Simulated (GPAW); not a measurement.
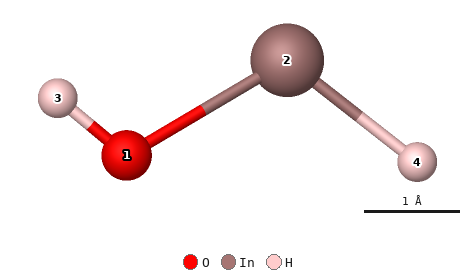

**Figure 1.** The starting structure (ball-and-stick view, seen at a tilt; atoms are numbered from 1 in the order of the input). Sticks mark near contacts. Bond lengths as drawn: H–In 1.74 Å, H–O 0.95 Å and In–O 2.08 Å.

Geometry relaxation, with input and output: InH$_{2}$O (part 1 of 5)

System: InH$_{2}$O, multiplicity 2, SMILES [OH][InH].
Method: PBE/plane waves, UKS, dispersion D3(0), scalar-relativistic datasets (GPAW 26.7.0).

The atoms were displaced at random from an optimised geometry.

### The input (calc.py)
```python
from ase.calculators.mixing import SumCalculator
from ase.io import read, write
from ase.optimize import BFGS
from dftd3.ase import DFTD3
from gpaw import GPAW, PW

system = read("molecule.sdf")
system.center(vacuum=5.0)
system.set_initial_magnetic_moments([1 / len(system)] * len(system))

calculator = GPAW(mode=PW(520),
                  maxiter=100,
                  xc="PBE",
                  symmetry="off",
                  occupations={"name": "fermi-dirac", "width": 0.0, "fixmagmom": True},
                  txt="-")
system.calc = SumCalculator([DFTD3(method="PBE", damping="d3zero"), calculator])

opt = BFGS(system, trajectory="molecule.traj")
converged = opt.run(fmax=0.01, steps=60)
print("Converged:", converged)
print(f"Final energy = {system.get_potential_energy():.5f} eV")
print(f"r(H2-O0): {system.get_distance(2, 0):.4f} Ang")
print(f"r(H3-In1)               {system.get_distance(3, 1):.4f} Ang")
write("relaxed.xyz", system)
```

### File molecule.sdf
```

     RDKit          3D

  4  3  0  0  0  0  0  0  0  0999 V2000
   -0.3189   -1.0639    0.2945 O   0  0  0  0  0  0  0  0  0  0  0  0
    0.5730    0.7888   -0.0376 In  0  0  0  0  0  2  0  0  0  0  0  0
    0.2545   -1.6209    0.8027 H   0  0  0  0  0  0  0  0  0  0  0  0
   -0.4403    1.8312   -1.0014 H   0  0  0  0  0  0  0  0  0  0  0  0
  2  1  1  0
  3  1  1  0
  4  2  1  0
M  RAD  1   2   2
M  END
$$$$
```

Hardware: 1 thread of Intel Xeon (Granite Rapids), 12 GiB of memory available, shared host.

Command:
```bash
python calc.py
```

### The program's output
```
__  _  _
 | _ |_)|_||  |
 |__||  | ||/\| - 26.7.0

units:  Angstrom and eV
cores:  1
OpenMP: False

Versions:
  Python: 3.12.14
  ASE:    3.29.0
  Numpy:  2.5.5
  Scipy:  1.18.1
  Libxc:  7.0.0

        _gpaw.cpython-312-x86_64-linux-gnu.so

Input parameters:
  mode=PW(ecut=520.0),
  maxiter=100,
  occupations=Occupations(name='fermi-dirac', width=0.0, fixmagmom=True),
  symmetry=Symmetry(point_group=False, time_reversal=False),
  xc=XC(name='PBE')

Diagonalizing LCAO Hamiltonian
Converting LCAO to pw mode
         .--------------------------.
        /|                          |
       / |                          |
      /  |                          |
     /   |                          |
    /    |                          |
   /     |                          |
  /      |                          |
 *       |                          |
 |       |                          |
 |       |                          |
 |       |       OH In              |
 |       |                          |
 |       |                          |
 |       .--------------------------.
 |      /                          /
 |     /                          /
 |    /                          /
 |   /                          /
 |  /                          /
 | /                          /
 |/                          /
 *--------------------------*

Atoms  # Å, Bohr magnetons
|   | symbol |        x |        y |        z |    initial magnetic moments |
|---|--------|----------|----------|----------|-----------------------------|
| 0 |      O | 5.121400 | 5.557000 | 6.295900 | ( 0.0000,  0.0000,  0.2500) |
| 1 |     In | 6.013300 | 7.409700 | 5.963800 | ( 0.0000,  0.0000,  0.2500) |
| 2 |      H | 5.694800 | 5.000000 | 6.804100 | ( 0.0000,  0.0000,  0.2500) |
| 3 |      H | 5.000000 | 8.452100 | 5.000000 | ( 0.0000,  0.0000,  0.2500) |

Unit cell  # Å
| periodic |         x |         y |         z |   lengths |    angles |
|----------|-----------|-----------|-----------|-----------|-----------|
|       no | 11.013300 |  0.000000 |  0.000000 | 11.013300 | 90.000000 |
|       no |  0.000000 | 13.452100 |  0.000000 | 13.452100 | 90.000000 |
|       no |  0.000000 |  0.000000 | 11.804100 | 11.804100 | 90.000000 |

Number of symmetries: 1
Symmetry operations  # r_c * U_cc + t_c -> r_c
|   | kind |            matrix            |
|---|------|------------------------------|
| 0 |  E   |  1, 0, 0,  0, 1, 0,  0, 0, 1 |

BZ-sampling:
  Number of BZ points: 1
  Number of IBZ points: 1

  Monkhorst-Pack size: [1, 1, 1]
  Monkhorst-Pack shift: [0, 0, 0]

K-points  # in reciprocal-cell coordinates
|   |                                coordinates |     weight |
|---|--------------------------------------------|------------|
| 0 | (  0.00000000,   0.00000000,   0.00000000) | 1.00000000 |

Plane wave coefficients: 23535
Cutoff: 520.0 eV

Spin-components: 2 (collinear spins)
Bands:           15
Projectors:      17
Spin-degeneracy: 1
Datatype:        float64

  Storage: CPU
  Wave functions: 11_296_800 bytes (11_296_800 per core)
  Projectors: 10_167_120 bytes (10_167_120 per core)

Parallelization:
  kpt:    1
  domain: 1
  band:   1

Density:
  Valence electrons: 21.0
  Components: 2
  Grid points: [60 72 63]
  Charge: 0.0  # |e|

Potential:
  Grid points: [60 72 63]

species:
  O:
    name:    Oxygen
    Z:       8.0
    valence: 6
    core:    2
    charge:  0.0  # [|e|]
    file:    O.PBE.gz
    compensation charges:
      type: gauss
      rc: 0.21  # [Å]
      lmax: 2
    cutoffs:
      filter: 1.17  # [Å]
      core: 0.83  # [Å]
    projectors
    | kind |    occ | energy [eV] | rcut [Å] |
    |------|--------|-------------|----------|
    |   2s |  2.000 |     -23.961 |    0.688 |
    |   2p |  4.000 |      -9.029 |    0.598 |
    |    s |        |       3.251 |    0.688 |
    |    p |        |      18.182 |    0.598 |
    |    d |        |       0.000 |    0.619 |

    Using partial waves for O as LCAO basis

  In:
    name:    Indium
    Z:       49.0
    valence: 13
    core:    36
    charge:  0.0  # [|e|]
    file:    In.PBE.gz
    compensation charges:
      type: gauss
      rc: 0.36  # [Å]
      lmax: 2
    cutoffs:
      filter: 2.09  # [Å]
      core: 2.48  # [Å]
    projectors
    | kind |    occ | energy [eV] | rcut [Å] |
    |------|--------|-------------|----------|
    |   5s |  2.000 |      -8.203 |    1.185 |
    |   5p |  1.000 |      -2.521 |    1.244 |
    |   4d | 10.000 |     -18.629 |    1.148 |
    |    s |        |      19.008 |    1.185 |
    |    p |        |      24.691 |    1.244 |
    |    d |        |       8.583 |    1.148 |

    Using partial waves for In as LCAO basis

  H:
    name:    Hydrogen
    Z:       1.0
    valence: 1
    core:    0
    charge:  0.0  # [|e|]
    file:    H.PBE.gz
    compensation charges:
      type: gauss
      rc: 0.15  # [Å]
      lmax: 2
    cutoffs:
      filter: 0.85  # [Å]
      core: 0.53  # [Å]
    projectors
    | kind |    occ | energy [eV] | rcut [Å] |
    |------|--------|-------------|----------|
    |   1s |  1.000 |      -6.494 |    0.476 |
    |    s |        |      20.717 |    0.476 |
    |    p |        |       0.000 |    0.476 |

    Using partial waves for H as LCAO basis

Reference energy: -162041.252286  # eV

eigensolver:
  PPCG
  Converge bands: occupied
  niter=2

density mixing:
  MSR1-Mixer
  Pratt-step length: 0.05
  Maximum mixing coefficient: 0.75
  Old densities: 10
  SVD Regularization: 0.005
  Good broyden scale: 1.0
  Trust region scale: 1.0
  Backstep threshold: 4.0
  History deletion threshold: 6.0
  Fourier metric: weight=20.0, sigma=0.015

occupation numbers:
  Fixed magnetic moment: 1.000
  # Zero width

poisson solver:
  ecut: 4160.0  # eV

xc functional:
  name: PBE with 2 nearest neighbor stencil

Initialization done in: 2.806 s

convergence criteria:
- Maximum [total energy] change in last 3 cyles: 0.0005 eV / valence electron
- Maximum integral of absolute [dens]ity change: 0.0001 electrons / valence electron
- Maximum integral of absolute [eigenst]ate change: 4e-08 eV^2 / valence electron
maximum number of iterations: 100

SCF iterations
|iter     |     time |      energy | eigst |  dens |  magmom |
|---------|----------|-------------|-------|-------|---------|
|iter:   1| 00:00:04 |  -17.126958 | +0.00 |       |  +0.9872|
|iter:   2| 00:00:06 |  -16.412177 | -1.38 | -0.73 |  +0.9878|
|iter:   3| 00:00:07 |  -14.634937 | -0.43 | -0.77 |  +0.9941|
|iter:   4| 00:00:09 |  -14.597921 | -1.36 | -1.18 |  +0.9962|
|iter:   5| 00:00:10 |  -14.588683 | -1.95 | -1.40 |  +0.9987|
|iter:   6| 00:00:12 |  -14.591473c| -2.86 | -1.83 |  +0.9997|
|iter:   7| 00:00:14 |  -14.592313c| -3.98 | -2.33 |  +1.0000|
|iter:   8| 00:00:15 |  -14.592405c| -4.89 | -2.86 |  +1.0000|
|iter:   9| 00:00:17 |  -14.592415c| -5.75 | -3.40 |  +1.0000|
|iter:  10| 00:00:19 |  -14.592416c| -6.63 | -3.90 |  +1.0000|
|iter:  11| 00:00:21 |  -14.592416c| -7.60c| -4.52c|  +1.0000|

Converged in 11 steps
SCF loop duration: 17.310 s (1.574 s/step)
Energy contributions relative to reference atoms: (reference = -162041.252286)

Energy contributions:
  Kinetic:          24.850227
  Coulomb:         -25.048297
  Zero:              0.209280
  External:          0.000000
  Xc:              -14.603626
  Entropy:           0.000000
  Spinorbit:         0.000000
  ----------------------------
  Free energy:     -14.592416
  Extrapolated:    -14.592416

dipole moment: (0.392744, 0.227140, 0.096327)  # |e|*Ang

Total magnetic moment: (0.000000, 0.000000, 1.000000)

Local magnetic moments
|        x |        y |         z |
|----------|----------|-----------|
| 0.000000 | 0.000000 |  0.083941 |  # O    0
| 0.000000 | 0.000000 |  0.169627 |  # In   1
| 0.000000 | 0.000000 | -0.000473 |  # H    2
| 0.000000 | 0.000000 |  0.073500 |  # H    3

Fermi levels: -3.006, -4.300
Eigenvalues  # (at kpt = [0.000, 0.000, 0.000])
| band index |      eig [eV] | occ [0-1] |      eig [eV] | occ [0-1] |
|------------|---------------|-----------|---------------|-----------|
|          0 |       -23.453 |     1.000 |       -23.266 |     1.000 |
|        ... |               |           |               |           |
|          3 |       -18.553 |     1.000 |       -18.496 |     1.000 |
|          4 |       -18.543 |     1.000 |       -18.435 |     1.000 |
|          5 |       -18.365 |     1.000 |       -18.276 |     1.000 |
|          6 |       -10.914 |     1.000 |       -10.757 |     1.000 |
|          7 |        -9.120 |     1.000 |        -8.710 |     1.000 |
|          8 |        -7.353 |     1.000 |        -6.866 |     1.000 |
|          9 |        -6.466 |     1.000 |        -6.389 |     1.000 |
|         10 |        -4.811 |     1.000 |        -3.789 |     0.000 |
|         11 |        -2.223 |     0.000 |        -1.852 |     0.000 |
|         12 |        -0.792 |     0.000 |        -0.541 |     0.000 |
|         13 |        -0.323 |     0.000 |        -0.073 |     0.000 |
|         14 |         0.430 |     0.000 |         0.789 |     0.000 |

Gap: 1.566 eV
Transition (v -> c):
  (s=1, k=0, n=10, [0.00, 0.00, 0.00]) -> (s=0, k=0, n=11, [0.00, 0.00, 0.00])
No difference between direct/indirect transitions
vacuum-level: 0.228  # V

Forces  # eV/Ang
|        x |        y |        z |
|----------|----------|----------|
| -0.53726 |  1.47307 | -0.79167 |  # O    0
| -0.08741 | -0.79173 |  0.28977 |  # In   1
|  0.84514 | -0.92203 |  0.79650 |  # H    2
| -0.21792 |  0.26215 | -0.22090 |  # H    3

Force computation time: 0.440  # s
      Step     Time          Energy          fmax
BFGS:    0 00:00:22      -14.598325        1.758368
         .--------------------------.
        /|                          |
       / |                          |
      /  |                          |
     /   |                          |
    /    |                          |
   /     |                          |
  /      |                          |
 *       |                          |
 |       |                          |
 |       |                          |
 |       |       OH In              |
 |       |                          |
 |       |                          |
 |       .--------------------------.
 |      /                          /
 |     /                          /
 |    /                          /
 |   /                          /
 |  /                          /
 | /                          /
 |/                          /
 *--------------------------*

Atoms  # Å, Bohr magnetons
|   | symbol |        x |        y |        z |    initial magnetic moments |
|---|--------|----------|----------|----------|-----------------------------|
| 0 |      O | 5.113709 | 5.578062 | 6.284575 | ( 0.0000,  0.0000,  0.0839) |
| 1 |     In | 6.012077 | 7.398478 | 5.967915 | ( 0.0000,  0.0000,  0.1696) |
| 2 |      H | 5.706863 | 4.986772 | 6.815497 | ( 0.0000,  0.0000, -0.0005) |
| 3 |      H | 4.996887 | 8.455794 | 4.996866 | ( 0.0000,  0.0000,  0.0735) |

Unit cell  # Å
| periodic |         x |         y |         z |   lengths |    angles |
|----------|-----------|-----------|-----------|-----------|-----------|
|       no | 11.013300 |  0.000000 |  0.000000 | 11.013300 | 90.000000 |
|       no |  0.000000 | 13.452100 |  0.000000 | 13.452100 | 90.000000 |
|       no |  0.000000 |  0.000000 | 11.804100 | 11.804100 | 90.000000 |

Initialization done in: 1.110 s

convergence criteria:
- Maximum [total energy] change in last 3 cyles: 0.0005 eV / valence electron
- Maximum integral of absolute [dens]ity change: 0.0001 electrons / valence electron
- Maximum integral of absolute [eigenst]ate change: 4e-08 eV^2 / valence electron
maximum number of iterations: 100

SCF iterations
|iter     |     time |      energy | eigst |  dens |  magmom |
|---------|----------|-------------|-------|-------|---------|
|iter:   1| 00:00:24 |  -14.654949 | -1.84 |       |  +0.9984|
|iter:   2| 00:00:25 |  -14.646677 | -3.50 | -1.93 |  +0.9984|
|iter:   3| 00:00:27 |  -14.627968 | -2.90 | -2.00 |  +0.9988|
|iter:   4| 00:00:29 |  -14.622678 | -3.34 | -2.37 |  +0.9993|
|iter:   5| 00:00:30 |  -14.621633c| -3.74 | -2.73 |  +0.9997|
|iter:   6| 00:00:32 |  -14.621593c| -5.30 | -2.99 |  +0.9999|
|iter:   7| 00:00:34 |  -14.621594c| -6.34 | -3.46 |  +1.0000|
|iter:   8| 00:00:35 |  -14.621594c| -7.42c| -3.90 |  +1.0000|
|iter:   9| 00:00:37 |  -14.621594c| -7.64c| -4.45c|  +1.0000|

Converged in 9 steps
SCF loop duration: 13.658 s (1.518 s/step)
Energy contributions relative to reference atoms: (reference = -162041.252286)

Energy contributions:
  Kinetic:          23.474647
  Coulomb:         -24.150829
  Zero:              0.206865
  External:          0.000000
  Xc:              -14.152278
  Entropy:           0.000000
  Spinorbit:         0.000000
  ----------------------------
  Free energy:     -14.621594
  Extrapolated:    -14.621594

dipole moment: (0.389766, 0.187657, 0.111090)  # |e|*Ang

Total magnetic moment: (0.000000, 0.000000, 1.000000)

Local magnetic moments
|        x |        y |         z |
|----------|----------|-----------|
| 0.000000 | 0.000000 |  0.082785 |  # O    0
| 0.000000 | 0.000000 |  0.168679 |  # In   1
| 0.000000 | 0.000000 | -0.000764 |  # H    2
| 0.000000 | 0.000000 |  0.074187 |  # H    3

Fermi levels: -2.969, -4.269
Eigenvalues  # (at kpt = [0.000, 0.000, 0.000])
| band index |      eig [eV] | occ [0-1] |      eig [eV] | occ [0-1] |
|------------|---------------|-----------|---------------|-----------|
|          0 |       -23.307 |     1.000 |       -23.122 |     1.000 |
|        ... |               |           |               |           |
|          3 |       -18.509 |     1.000 |       -18.453 |     1.000 |
|          4 |       -18.493 |     1.000 |       -18.385 |     1.000 |
|          5 |       -18.303 |     1.000 |       -18.214 |     1.000 |
|          6 |       -10.871 |     1.000 |       -10.720 |     1.000 |
|          7 |        -9.076 |     1.000 |        -8.667 |     1.000 |
|          8 |        -7.367 |     1.000 |        -6.879 |     1.000 |
|          9 |        -6.524 |     1.000 |        -6.448 |     1.000 |
|         10 |        -4.781 |     1.000 |        -3.758 |     0.000 |
|         11 |        -2.181 |     0.000 |        -1.810 |     0.000 |
|         12 |        -0.815 |     0.000 |        -0.582 |     0.000 |
|         13 |        -0.310 |     0.000 |        -0.056 |     0.000 |
|         14 |         0.424 |     0.000 |         0.694 |     0.000 |

Gap: 1.577 eV
Transition (v -> c):
  (s=1, k=0, n=10, [0.00, 0.00, 0.00]) -> (s=0, k=0, n=11, [0.00, 0.00, 0.00])
No difference between direct/indirect transitions
vacuum-level: 0.228  # V
```
